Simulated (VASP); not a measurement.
Band structure of LaRh (space group Cmcm). These are r2SCAN meta-GGA, VASP's PBE PAW potentials (set 64) (plane waves; VASP) values and carry that method's errors.

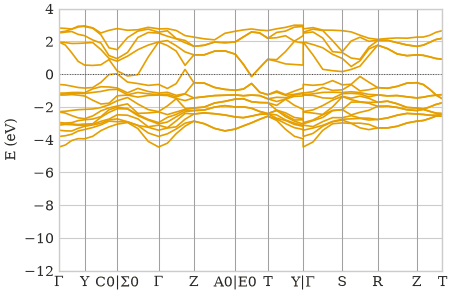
Fig. 1. Bands along high-symmetry lines, zero at the valence-band maximum or, without a gap, the Fermi level

Q: Read the plot: is there a gap, and where are the band edges?

A: It has no gap at this level: it comes out as a metal or semimetal.

The structure comes from a computed database's LaRh entry (Cmcm); how it stands against other phases isn't given here. It was relaxed first.
